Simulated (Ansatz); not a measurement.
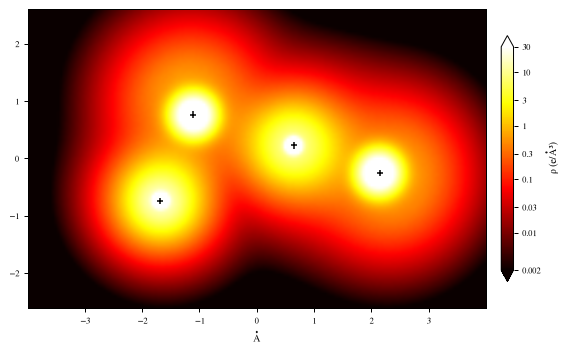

The total electron density on a plane through atoms (crosses mark nuclei in the plane).

These are results of isolated molecule in a Gaussian basis; Kohn-Sham density functional theory, functional PBE0 (Ansatz), not measurements.

Candidates:
A. FOSi₂ (charge +1)
B. C₂H₃B
C. CH₅BeFSi

Question: Which candidate gave the map?

Answer: Candidate A: FOSi₂ on the molecular plane, which holds F, O and Si. Si–O (1.57 Å): the density is about 1.3 e/Å³ at the midpoint. Si–F (1.61 Å): ρ is about 1.2 e/Å³ halfway.
